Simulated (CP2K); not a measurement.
Consider thionyl fluoride at its PBE geometry (Å).

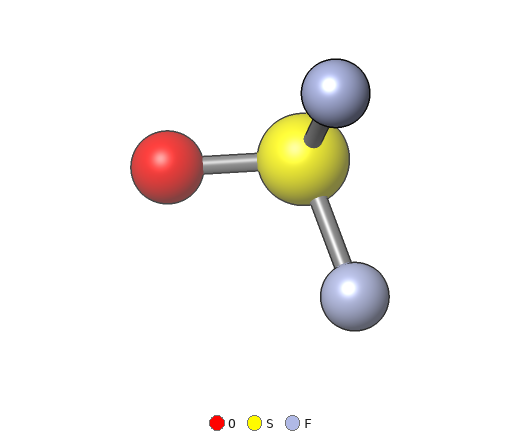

The molecule (oxygen red, sulfur yellow, fluorine light blue).

```xyz
4

O     1.3739   -0.0976   -0.2604
S     0.1635    0.0038    0.5031
F    -0.6779    1.2106   -0.1681
F    -0.8595   -1.1168   -0.0746
```

Method: CP2K XAS_TDP, all-electron GAPW, PBEh(45%), aug-cc-pVTZ, TDA, GW2X-corrected core level, no relativity.

**Question.** Predict the bright core excitations at the O K edge.

Leading lines: O1 531.07 eV. The leading line of an atom is its first one with 35 % of the strongest within 2.5 eV of its lowest line over the strength cut. Core ionisation energies at this level: O1 537.14 eV.

The first six lines of each atom with a strength over 0.0015:

| atom | energy (eV) | states | strength, one atom | above the computed threshold |
| --- | --- | --- | --- | --- |
| O1 (bonded to S) | 531.07 | 1 | 0.0291 |  |
|  | 533.02 | 1 | 0.0218 |  |
|  | 534.09 | 1 | 0.0322 |  |
|  | 535.80 | 1 | 0.0056 |  |
|  | 536.69 | 1 | 0.0040 |  |
|  | 538.56 | 1 | 0.0062 | yes |

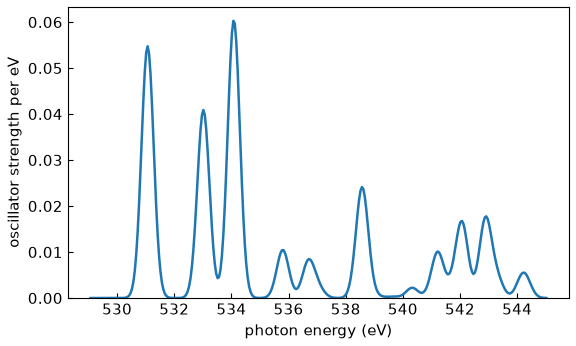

All atoms added, broadened by 0.5 eV.

Lines are vertical, at one geometry, with no vibrational structure. GW2X ionisation energies and lines can be off by 1 to 2 eV either way, and a good line position may hide errors that cancel. These values hold no scalar relativity, about 0.4 eV for O 1s. Rydberg lines, and the discretised continuum above threshold, depend on the basis and the box.

[Banner, clock and machine lines of the logs are left out without a mark of their own.]

[Logs are printed without paths, hosts, clocks, repeated set-up lines and the standing remarks that a program may print on its own settings, such as how far it seeks lower states.]

[Hosts, paths, dates, database ids (printed as entryN), source tags and the programs' standing remarks are cut or masked in the printed files.]
